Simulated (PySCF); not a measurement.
Vertical excitations of a molecule C₄H₉NSi from TDA-B3LYP/def2-SVPD run with PySCF, as energy in eV (oscillator strength): 5.04 (0.002), 5.25 (0.005), 6.00 (0.002), 6.09 (0.010), 6.28 (0.007), 6.67 (0.024), 6.72 (0.089), 6.85 (0.031), 6.95 (0.018), 7.04 (0.062). Lowest triplet (TDA): 4.11 eV. Coordinates come from a ωB97X-D3(BJ)/def2-SVP optimisation. Other conformers were not sampled.

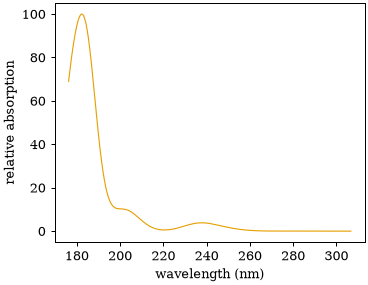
*The lines broadened by 0.4 eV.*

### Question
Identify the compound among the candidates.
(A) C[C@@]1(N)C=C[SiH2]1
(B) C=C1[SiH2]N[C@H]1C
(C) [SiH3]C1=CCNC1
(D) CC1=C[Si@H](N)C1

### Answer
B, C=C1[SiH2]N[C@H]1C
